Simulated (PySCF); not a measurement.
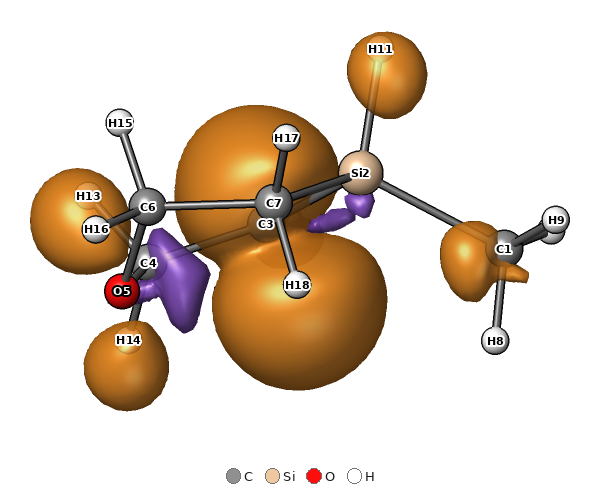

The picture shows: C$_{5}$H$_{11}$OSi (doublet). Isosurfaces of the spin density (α minus β) at +0.015 (orange) and −0.015 e/Å³ (purple), seen from one side.

Geometry: GFN2-xTB.

Level of theory: UKS B3LYP, pcH-1 on C H O Si, non-relativistic, mean-field spin-orbit, GIAO (PySCF 2.14.0, density-fitted response routines).

```tsv
atom	x (Å)	y (Å)	z (Å)
C	2.4630	-0.7075	0.1782
Si	0.9007	-0.2549	-0.8068
C	-0.5146	-1.3977	-0.4772
C	-1.8430	-0.8873	-0.0768
O	-1.8967	0.4256	0.4172
C	-1.3147	1.4105	-0.4106
C	0.2070	1.4478	-0.3107
H	2.2772	-0.7381	1.2475
H	3.2552	0.0113	-0.0034
H	2.8276	-1.6831	-0.1248
H	1.2353	-0.2312	-2.2493
H	-0.4845	-2.4573	-0.6781
H	-2.5313	-0.9798	-0.9468
H	-2.2758	-1.5038	0.7231
H	-1.6192	1.2482	-1.4551
H	-1.7493	2.3547	-0.0665
H	0.5786	2.2468	-0.9504
H	0.4758	1.7020	0.7142
```

**Describe the spin distribution.**

The unpaired spin (1 electron) lies mostly on C3 (about 0.7), Si2 (about 0.1) and C4 (about 0.1), in electrons by Hirshfeld's partition.
